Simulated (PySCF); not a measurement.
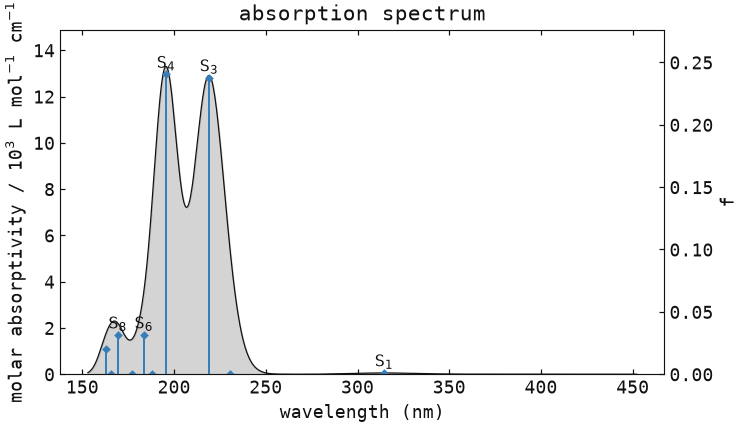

Vertical TDDFT excitations, CAM-B3LYP/def2-SVPD, PySCF, at a PBE0-D3(BJ)/def2-SVP geometry (no frequency check), gas phase. The lowest 10 singlet states are shown; each is broadened by a Gaussian of 1/e half-width 0.30 eV. Sticks give oscillator strengths (right axis).

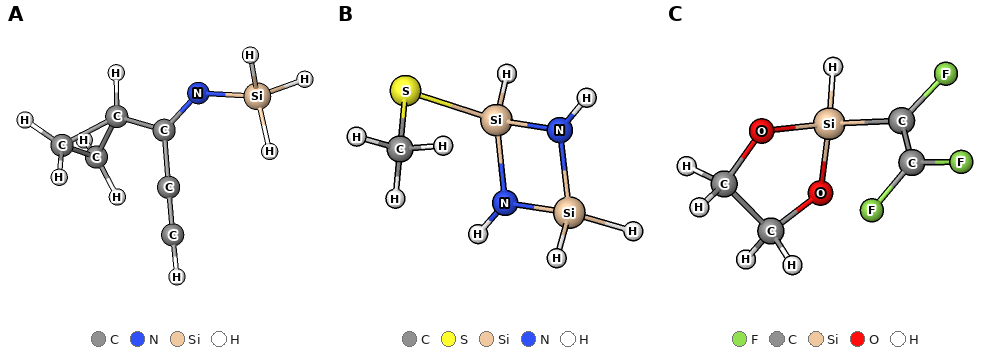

Question: Whose absorption spectrum is this? The candidates are drawn in the second picture.

Answer: Structure A, C₆H₉NSi, SMILES C#C/C(=N\[SiH3])C1CC1. Its lowest singlet lies at 3.94 eV (f = 0.001) and the brightest of those computed is S4 at 6.34 eV (196 nm), f = 0.240, mainly HOMO−3 → LUMO (74 %).

Note: one conformer of a flexible molecule; core orbitals are frozen in the response.
